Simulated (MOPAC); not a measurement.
## AlN2H4Br: frequency calculation (part 1 of 2)

System: AlN2H4Br.
Method: PM6, closed shell (MOPAC 23.2.5).

The geometry was optimised with PM6.

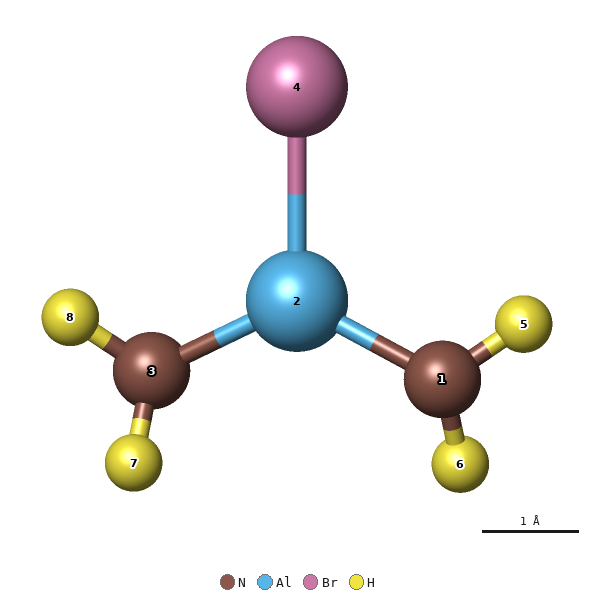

**Figure 1.** The structure as given in the input (ball-and-stick view, seen at an oblique angle; atoms are numbered from 1 in the order of the input). Sticks mark near contacts. Bond lengths as drawn: Al–Br 2.24 Å, Al–N 1.77 Å and H–N 1.02 to 1.03 Å.

Summary:

```tsv
quantity	value
outcome	converged
heat of formation	−42.96 kcal/mol
basis functions	30
zero-point energy	0.048639 hartree
wavenumbers, lowest and highest	104 and 2833 cm⁻¹
hardware	1 thread of Arm Neoverse V1, 24 GiB of memory available, shared host
peak memory	0.072 GiB
```

Notes:

MOPAC's energies along a path are heats of formation.

Input (calc.mop):
```
PM6 THERMO FORCE AUX(PRECISION=6) THREADS=1
PM6 frequencies

N     -0.405407 1     1.558317 1    -0.070660 1
Al    -0.147424 1    -0.161500 1    -0.389925 1
N      0.695957 1    -1.333890 1     0.630122 1
Br    -0.988866 1    -0.949022 1    -2.316448 1
H     -0.596651 1     2.144832 1    -0.891345 1
H      0.289914 1     2.036111 1     0.511515 1
H      0.696731 1    -1.160756 1     1.640380 1
H      0.459815 1    -2.320463 1     0.472234 1
```

Run as:
```bash
mopac calc.mop
```

What the program printed:
```
MOPAC v23.2.5
PM6 CALCULATION RESULTS

 *  PM6        - The PM6 Hamiltonian to be used
 *  FORCE      - FORCE CALCULATION SPECIFIED
 *  THREADS=1  - MULTI-THREADING NOT USED
 *  AUX        - OUTPUT AUXILIARY INFORMATION
 *  THERMO     - THERMODYNAMIC QUANTITIES TO BE CALCULATED
PM6 THERMO FORCE AUX(PRECISION=6) THREADS=1
 PM6 frequencies

   ATOM   CHEMICAL          X               Y               Z
  NUMBER   SYMBOL      (ANGSTROMS)     (ANGSTROMS)     (ANGSTROMS)

     1       N         -0.40540700  *   1.55831700  *  -0.07066000  *
     2      Al         -0.14742400  *  -0.16150000  *  -0.38992500  *
     3       N          0.69595700  *  -1.33389000  *   0.63012200  *
     4      Br         -0.98886600  *  -0.94902200  *  -2.31644800  *
     5       H         -0.59665100  *   2.14483200  *  -0.89134500  *
     6       H          0.28991400  *   2.03611100  *   0.51151500  *
     7       H          0.69673100  *  -1.16075600  *   1.64038000  *
     8       H          0.45981500  *  -2.32046300  *   0.47223400  *

          CARTESIAN COORDINATES

    NO.       ATOM           X           Y           Z

     1         N         -0.4054      1.5583     -0.0707
     2        Al         -0.1474     -0.1615     -0.3899
     3         N          0.6960     -1.3339      0.6301
     4        Br         -0.9889     -0.9490     -2.3164
     5         H         -0.5967      2.1448     -0.8913
     6         H          0.2899      2.0361      0.5115
     7         H          0.6967     -1.1608      1.6404
     8         H          0.4598     -2.3205      0.4722

           Empirical Formula: H4 N2 Al Br  =     8 atoms

      MOLECULAR POINT GROUP   :   C2

      RHF CALCULATION, NO. OF DOUBLY OCCUPIED LEVELS = 12

          HEAT OF FORMATION =     -42.959135 KCALS/MOLE

          CARTESIAN COORDINATE DERIVATIVES

   NUMBER  ATOM         X            Y            Z

     1       N      0.001069    -0.015874     0.006874
     2      Al     -0.018813    -0.018485     0.008264
     3       N      0.035739    -0.007734     0.004717
     4      Br     -0.007094     0.020428    -0.003332
     5       H      0.014687    -0.007646     0.000403
     6       H     -0.015351     0.020992    -0.010268
     7       H     -0.001376     0.001166     0.000069
     8       H     -0.008862     0.007153    -0.006728

 DIPOLE           X         Y         Z       TOTAL
 POINT-CHG.    -1.231     2.501     0.000     2.788
 HYBRID         0.169    -0.343    -0.000     0.383
 SUM           -1.062     2.158     0.000     2.405

          GRADIENT NORM =   0.06432

          MOLECULAR WEIGHT =  138.93

          ROTATIONAL CONSTANTS IN CM(-1)

          A =    0.19169450   B =    0.06577338   C =    0.04911372

           PRINCIPAL MOMENTS OF INERTIA IN UNITS OF 10**(-40)*GRAM-CM**2

          A =      146.0279   B =      425.5939   C =      569.9578

          ORIENTATION OF MOLECULE IN FORCE CALCULATION

    NO.       ATOM         X         Y         Z

     1          N      -2.2564    0.9923    0.0003
     2         Al      -0.4883    0.9923    0.0003
     3          N       0.5909    2.3929    0.0003
     4         Br       0.5028   -1.0220   -0.0002
     5          H      -2.7066    0.1354   -0.3419
     6          H      -2.7248    1.7960   -0.4302
     7          H       0.2402    3.2544    0.4308
     8          H       1.5446    2.2267    0.3422

    FIRST DERIVATIVES WILL BE USED IN THE CALCULATION OF SECOND DERIVATIVES

          ESTIMATED TIME TO COMPLETE CALCULATION =        0.38 SECONDS

    FOR POINT-GROUP C2   THERE ARE   2 UNIQUE SYMMETRY FUNCTIONS.

 STEP:   1 TIME =     0.01 SECS, INTEGRAL =      0.01 TIME LEFT: 172799.98
 STEP:   2 TIME =     0.01 SECS, INTEGRAL =      0.02 TIME LEFT: 172799.98
 STEP:   3 TIME =     0.01 SECS, INTEGRAL =      0.02 TIME LEFT: 172799.97
 STEP:   4 TIME =     0.01 SECS, INTEGRAL =      0.03 TIME LEFT: 172799.96
 STEP:   5 TIME =     0.00 SECS, INTEGRAL =      0.03 TIME LEFT: 172799.96
 STEP:   6 TIME =     0.01 SECS, INTEGRAL =      0.04 TIME LEFT: 172799.95
 STEP:   7                       INTEGRAL =      0.04 TIME LEFT: 172799.95
 STEP:   8                       INTEGRAL =      0.04 TIME LEFT: 172799.95
 STEP:   9                       INTEGRAL =      0.04 TIME LEFT: 172799.95
 STEP:  10 TIME =     0.01 SECS, INTEGRAL =      0.05 TIME LEFT: 172799.95
 STEP:  11 TIME =     0.01 SECS, INTEGRAL =      0.05 TIME LEFT: 172799.94
 STEP:  12 TIME =     0.01 SECS, INTEGRAL =      0.06 TIME LEFT: 172799.93
 STEP:  13 TIME =     0.01 SECS, INTEGRAL =      0.07 TIME LEFT: 172799.92
 STEP:  14 TIME =     0.01 SECS, INTEGRAL =      0.08 TIME LEFT: 172799.91
 STEP:  15 TIME =     0.00 SECS, INTEGRAL =      0.08 TIME LEFT: 172799.91
 STEP:  16 TIME =     0.01 SECS, INTEGRAL =      0.09 TIME LEFT: 172799.91
 STEP:  17 TIME =     0.01 SECS, INTEGRAL =      0.09 TIME LEFT: 172799.90
 STEP:  18 TIME =     0.01 SECS, INTEGRAL =      0.10 TIME LEFT: 172799.89
 STEP:  19                       INTEGRAL =      0.10 TIME LEFT: 172799.89
 STEP:  20                       INTEGRAL =      0.10 TIME LEFT: 172799.89
 STEP:  21                       INTEGRAL =      0.10 TIME LEFT: 172799.89
 STEP:  22                       INTEGRAL =      0.10 TIME LEFT: 172799.89
 STEP:  23                       INTEGRAL =      0.10 TIME LEFT: 172799.89
 STEP:  24                       INTEGRAL =      0.10 TIME LEFT: 172799.89

(To convert to Hartree/Bohr^2, multiply by (10^(-21) x N x a0^2)/(4.184 x 627.51) =  0.0642)

           FORCE MATRIX IN MILLIDYNES/ANGSTROM

                  N  1      Al  2       N  3      Br  4       H  5       H  6
 ------------------------------------------------------------------------------
     N    1   9.936914
    Al    2   4.125317   9.846547
     N    3   0.455344   4.126409   9.936914
    Br    4   0.273253   2.586321   0.273479   3.040606
     H    5   3.977979   0.700128   0.063691   0.030738   4.555816
     H    6   3.985641   0.690419   0.051084   0.066720   0.622688   4.563440
     H    7   0.051064   0.689924   3.985322   0.066433   0.007321   0.015267
     H    8   0.063764   0.700020   3.977795   0.030845   0.019741   0.007341

                  H  7       H  8
 ------------------------------
     H    7   4.563440
     H    8   0.622688   4.555816

          HEAT OF FORMATION =     -42.959135 KCALS/MOLE

          ZERO POINT ENERGY      30.522 KCAL/MOL

           NORMAL COORDINATE ANALYSIS (Total motion = 1 Angstrom)

   Root No.       1         2         3         4         5         6         7         8

                 1 B       1 A       2 B       2 A       3 B       3 A       4 B       4 A

                 104.0     172.8     229.4     263.4     267.6     458.2     665.3     677.5

           1    0.0701    0.0066   -0.0059    0.0032   -0.0019   -0.0935    0.0284    0.0377
           2   -0.0938    0.1085    0.0089   -0.0189    0.0163    0.0011   -0.0007    0.0033
           3    0.0016    0.0038   -0.0621    0.0059    0.0216    0.0017   -0.0423   -0.0392
           4    0.0703    0.0119   -0.0005    0.0025    0.0004   -0.0761   -0.0134   -0.0064
           5    0.0346   -0.0242   -0.0003   -0.0051    0.0002    0.1547   -0.0066    0.0129
           6   -0.0009   -0.0000    0.1250   -0.0000   -0.0266    0.0000    0.0166    0.0000
           7   -0.0316   -0.0900    0.0034    0.0130    0.0117    0.0562    0.0168   -0.0256
           8    0.1128    0.0610   -0.0101   -0.0141   -0.0115    0.0747    0.0229   -0.0279
           9    0.0016   -0.0038   -0.0621   -0.0059    0.0216   -0.0017   -0.0423    0.0392
          10   -0.0305    0.0138   -0.0004   -0.0020    0.0004    0.0326    0.0004    0.0009
          11   -0.0150   -0.0280   -0.0002    0.0041    0.0002   -0.0663    0.0002   -0.0019
          12   -0.0009   -0.0000   -0.0137    0.0000   -0.0007   -0.0000   -0.0006   -0.0000
          13    0.1357   -0.0737    0.0450    0.0003   -0.0162    0.0153   -0.1000   -0.0723
          14   -0.1341    0.1611   -0.0507    0.0699   -0.0696   -0.0252   -0.0115   -0.0185
          15    0.0157   -0.0156    0.0142   -0.2094    0.2535   -0.0874    0.2015    0.2066
          16   -0.0032    0.0874    0.0621   -0.0129   -0.0125   -0.1810   -0.0943   -0.1023
          17   -0.1350    0.1618   -0.0685    0.0937   -0.0942   -0.0200    0.0312    0.0230
          18    0.0084    0.0120   -0.2837    0.2358   -0.1713    0.0580    0.1876    0.1907
          19   -0.1089   -0.1816   -0.0164   -0.0664   -0.0822    0.1263   -0.0328    0.0441
          20    0.0798    0.0295    0.0911    0.0674    0.0476    0.1312   -0.0938    0.0951
          21    0.0084   -0.0120   -0.2837   -0.2358   -0.1712   -0.0580    0.1876   -0.1907
          22   -0.0234   -0.0826   -0.0127   -0.0555   -0.0650    0.0107   -0.0702    0.0587
          23    0.1893    0.1567    0.0666    0.0424    0.0295   -0.0276   -0.0723    0.0460
          24    0.0158    0.0157    0.0143    0.2095    0.2535    0.0874    0.2015   -0.2065

   Root No.       9        10        11        12        13        14        15        16

                 5 A       5 B       6 B       6 A       7 B       7 A       8 B       8 A

                 871.3    1005.1    1061.7    1092.3    1603.7    1605.9    2804.4    2805.4

           1    0.1068    0.0571   -0.0452    0.0051   -0.0273    0.0263   -0.0005    0.0010
           2    0.0111   -0.0267   -0.0281   -0.0339   -0.0004    0.0003   -0.0256    0.0258
           3    0.0195    0.0106   -0.0059    0.0007   -0.0094    0.0094    0.0008   -0.0005
           4   -0.0268   -0.0494    0.0534   -0.0109    0.0026   -0.0007   -0.0007   -0.0004
           5    0.0545   -0.0243    0.0263    0.0221    0.0013    0.0014   -0.0003    0.0008
           6    0.0000   -0.0057    0.0025    0.0000   -0.0029    0.0000   -0.0000    0.0000
           7   -0.0740    0.0137   -0.0499    0.0237   -0.0169   -0.0163   -0.0206   -0.0210
           8   -0.0778    0.0615   -0.0186   -0.0247   -0.0214   -0.0206    0.0152    0.0150
           9   -0.0195    0.0106   -0.0059   -0.0007   -0.0095   -0.0094    0.0008    0.0005
          10    0.0014   -0.0005   -0.0002    0.0002   -0.0000    0.0000   -0.0000    0.0000
          11   -0.0029   -0.0002   -0.0001   -0.0004   -0.0000   -0.0001   -0.0000   -0.0000
          12   -0.0000   -0.0001   -0.0000   -0.0000    0.0000   -0.0000   -0.0000   -0.0000
          13    0.2092   -0.1015   -0.2545   -0.2033    0.1700   -0.1729    0.1247   -0.1266
          14   -0.0194    0.0595    0.0870    0.0781   -0.1369    0.1370    0.2036   -0.2083
          15   -0.0951    0.0093    0.0615    0.0410    0.0916   -0.0872    0.0809   -0.0823
          16    0.1122    0.2680    0.1207    0.2113    0.1638   -0.1654   -0.1131    0.1105
          17   -0.0100    0.0782    0.0711    0.0862    0.1462   -0.1470    0.1678   -0.1635
          18   -0.0615   -0.0789   -0.0118   -0.0399    0.0760   -0.0758   -0.0911    0.0888
          19   -0.0606    0.2255    0.1300   -0.1972    0.2158    0.2174    0.0639    0.0621
          20   -0.0950    0.1646    0.0523   -0.1148    0.0406    0.0414   -0.1919   -0.1873
          21    0.0614   -0.0789   -0.0118    0.0399    0.0760    0.0758   -0.0912   -0.0888
          22   -0.1122   -0.0147   -0.0863    0.0621   -0.0048   -0.0030    0.2374    0.2423
          23   -0.1776   -0.1167   -0.2547    0.2087    0.2182    0.2206   -0.0255   -0.0268
          24    0.0950    0.0092    0.0614   -0.0410    0.0916    0.0873    0.0808    0.0823

   Root No.      17        18

                 9 B       9 A

                2829.5    2832.7

           1   -0.0135    0.0140
           2    0.0010   -0.0013
           3   -0.0102    0.0102
           4   -0.0022    0.0006
           5   -0.0011   -0.0012
           6   -0.0008   -0.0000
           7   -0.0075   -0.0075
           8   -0.0113   -0.0119
           9   -0.0102   -0.0102
          10    0.0000   -0.0000
          11    0.0000    0.0001
          12    0.0000    0.0000
          13    0.1033   -0.1003
          14    0.1921   -0.1883
          15    0.0601   -0.0578
          16    0.1212   -0.1248
          17   -0.2052    0.2092
          18    0.0921   -0.0935
          19   -0.0886   -0.0896
          20    0.2212    0.2265
          21    0.0922    0.0936
          22    0.2152    0.2104
          23   -0.0354   -0.0354
          24    0.0600    0.0578

           MASS-WEIGHTED COORDINATE ANALYSIS (NORMAL COORDINATES)

   Root No.       1         2         3         4         5         6         7         8

                 1 B       1 A       2 B       2 A       3 B       3 A       4 B       4 A

                 104.0     172.8     229.4     263.4     267.6     458.2     665.3     677.5

           1    0.3024    0.0328   -0.0259    0.0245   -0.0144   -0.2789    0.2010    0.2658
           2   -0.4047    0.5422    0.0388   -0.1436    0.1200    0.0032   -0.0049    0.0235
           3    0.0068    0.0190   -0.2706    0.0448    0.1595    0.0052   -0.2994   -0.2764
           4    0.4207    0.0826   -0.0032    0.0265    0.0037   -0.3152   -0.1321   -0.0622
           5    0.2070   -0.1678   -0.0017   -0.0538    0.0019    0.6406   -0.0650    0.1264
           6   -0.0052   -0.0000    0.7565   -0.0000   -0.2730    0.0001    0.1633    0.0000
           7   -0.1361   -0.4496    0.0149    0.0988    0.0863    0.1676    0.1187   -0.1807
           8    0.4865    0.3049   -0.0440   -0.1071   -0.0846    0.2229    0.1623   -0.1963
           9    0.0070   -0.0188   -0.2705   -0.0449    0.1594   -0.0051   -0.2993    0.2764
          10   -0.3141    0.1642   -0.0038   -0.0362    0.0068    0.2323    0.0063    0.0158
          11   -0.1545   -0.3338   -0.0018    0.0736    0.0034   -0.4722    0.0031   -0.0320
          12   -0.0090   -0.0001   -0.1422    0.0000   -0.0115   -0.0001   -0.0103   -0.0000
          13    0.1569   -0.0988    0.0527    0.0005   -0.0321    0.0123   -0.1900   -0.1367
          14   -0.1551    0.2159   -0.0593    0.1427   -0.1378   -0.0202   -0.0219   -0.0350
          15    0.0182   -0.0210    0.0167   -0.4273    0.5021   -0.0699    0.3827    0.3906
          16   -0.0037    0.1172    0.0726   -0.0262   -0.0247   -0.1449   -0.1790   -0.1934
          17   -0.1562    0.2169   -0.0801    0.1911   -0.1865   -0.0160    0.0593    0.0435
          18    0.0097    0.0161   -0.3319    0.4811   -0.3393    0.0464    0.3564    0.3607
          19   -0.1260   -0.2434   -0.0192   -0.1355   -0.1629    0.1011   -0.0622    0.0835
          20    0.0923    0.0395    0.1065    0.1376    0.0943    0.1050   -0.1781    0.1799
          21    0.0097   -0.0161   -0.3318   -0.4810   -0.3392   -0.0464    0.3564   -0.3606
          22   -0.0271   -0.1108   -0.0148   -0.1133   -0.1287    0.0085   -0.1333    0.1111
          23    0.2190    0.2100    0.0779    0.0865    0.0585   -0.0221   -0.1373    0.0870
          24    0.0183    0.0210    0.0167    0.4273    0.5021    0.0699    0.3827   -0.3906

   Root No.       9        10        11        12        13        14        15        16

                 5 A       5 B       6 B       6 A       7 B       7 A       8 B       8 A

                 871.3    1005.1    1061.7    1092.3    1603.7    1605.9    2804.4    2805.4

           1    0.5273    0.3400   -0.2783    0.0380   -0.2059    0.1988   -0.0040    0.0075
           2    0.0549   -0.1590   -0.1732   -0.2504   -0.0029    0.0026   -0.1935    0.1944
           3    0.0962    0.0634   -0.0364    0.0054   -0.0713    0.0711    0.0058   -0.0035
           4   -0.1839   -0.4086    0.4566   -0.1113    0.0271   -0.0073   -0.0071   -0.0039
           5    0.3737   -0.2010    0.2247    0.2263    0.0134    0.0149   -0.0035    0.0080
           6    0.0001   -0.0471    0.0212    0.0000   -0.0300    0.0000   -0.0002    0.0000
           7   -0.3653    0.0815   -0.3071    0.1752   -0.1279   -0.1234   -0.1558   -0.1586
           8   -0.3842    0.3664   -0.1148   -0.1829   -0.1613   -0.1559    0.1149    0.1127
           9   -0.0962    0.0634   -0.0364   -0.0055   -0.0714   -0.0712    0.0059    0.0036
          10    0.0169   -0.0067   -0.0036    0.0037   -0.0000    0.0009   -0.0002    0.0001
          11   -0.0343   -0.0033   -0.0018   -0.0076   -0.0000   -0.0018   -0.0001   -0.0002
          12   -0.0000   -0.0007   -0.0003   -0.0000    0.0009   -0.0000   -0.0001   -0.0000
          13    0.2771   -0.1621   -0.4202   -0.4030    0.3444   -0.3502    0.2525   -0.2559
          14   -0.0257    0.0951    0.1437    0.1548   -0.2774    0.2774    0.4123   -0.4212
          15   -0.1260    0.0148    0.1015    0.0814    0.1855   -0.1767    0.1638   -0.1665
          16    0.1487    0.4281    0.1994    0.4189    0.3319   -0.3350   -0.2290    0.2235
          17   -0.0132    0.1249    0.1175    0.1710    0.2962   -0.2977    0.3397   -0.3306
          18   -0.0814   -0.1261   -0.0194   -0.0790    0.1540   -0.1536   -0.1846    0.1795
          19   -0.0802    0.3602    0.2147   -0.3910    0.4372    0.4403    0.1294    0.1256
          20   -0.1259    0.2630    0.0863   -0.2276    0.0822    0.0837   -0.3886   -0.3787
          21    0.0814   -0.1261   -0.0194    0.0790    0.1540    0.1536   -0.1847   -0.1796
          22   -0.1487   -0.0236   -0.1425    0.1232   -0.0097   -0.0061    0.4807    0.4899
          23   -0.2353   -0.1864   -0.4207    0.4138    0.4420    0.4467   -0.0516   -0.0543
          24    0.1259    0.0147    0.1014   -0.0812    0.1857    0.1768    0.1637    0.1664

   Root No.      17        18

                 9 B       9 A

                2829.5    2832.7

           1   -0.1025    0.1059
           2    0.0075   -0.0101
           3   -0.0776    0.0769
           4   -0.0237    0.0063
           5   -0.0117   -0.0128
           6   -0.0081   -0.0000
           7   -0.0566   -0.0566
           8   -0.0857   -0.0901
           9   -0.0776   -0.0769
          10    0.0001   -0.0005
          11    0.0000    0.0010
          12    0.0001    0.0000
          13    0.2104   -0.2038
          14    0.3913   -0.3825
          15    0.1223   -0.1175
          16    0.2469   -0.2536
          17   -0.4179    0.4251
          18    0.1875   -0.1900
          19   -0.1804   -0.1820
          20    0.4505    0.4602
          21    0.1877    0.1902
          22    0.4384    0.4274
          23   -0.0721   -0.0719
          24    0.1222    0.1174

          DESCRIPTION OF VIBRATIONS

 VIBRATION          1    1B          ATOM PAIR     ENERGY CONTRIBUTION    RADIAL
 FREQUENCY           103.95         Al2 -- N 3         +19.1% (459.4%)      3.6%
 TRANSITION DIPOLE   0.3951         N 1 -- Al2         +19.1% (459.4%)      3.6%
 TRAVEL (Ang.)       0.3867         N 3 -- H 8         +14.8% (404.4%)     26.3%
 REDUCED MASS        4.3368         N 1 -- H 5         +14.8% (404.4%)     26.3%
 EFFECTIVE MASS    292.1583         N 1 -- H 6         +11.4% (354.8%)     71.5%
 FORCE CONSTANT      0.0276         N 3 -- H 7         +11.4% (354.8%)     71.6%
```
